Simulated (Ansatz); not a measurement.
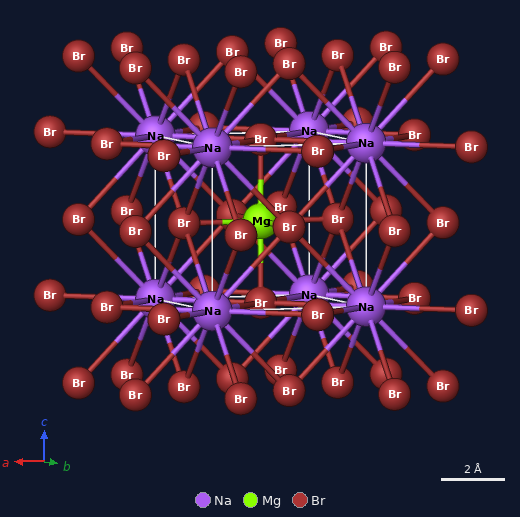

This is a crystal of NaMgBr₃ (built on the cubic perovskite type) at its r2SCAN-relaxed geometry. Style: ball-and-stick. Shown: the cell of the calculation, from a free direction.

All numbers below come from Ansatz 0.2.0, DFT, PBE, plane waves, PAW. Settings: plane-wave cutoff 420 eV; k-point mesh 6 × 6 × 6; occupations fermi dirac; smearing width 0.02 eV; no spin polarisation.

The variant: The cell is strained by +1.0 % along a and none across it (volume +1.0 %). The atoms were relaxed with r2SCAN under that strain, and this is a single point on that geometry.

Q: What is the effect?

A: The energy changes by less than 1 meV per atom. Pressure: 0.7 GPa before, 0.4 GPa after. The principal stresses (compression positive) are 0.2 GPa along a and 0.5 GPa across it. All forces vanish by symmetry. Near-neighbour distances before and after: Br–Mg 2.634 → 2.634 to 2.661 Å, Br–Na 3.726 → 3.726 to 3.744 Å. The space group (tolerance 0.01 Å) goes from Pm-3m (No. 221) to P4/mmm (No. 123).
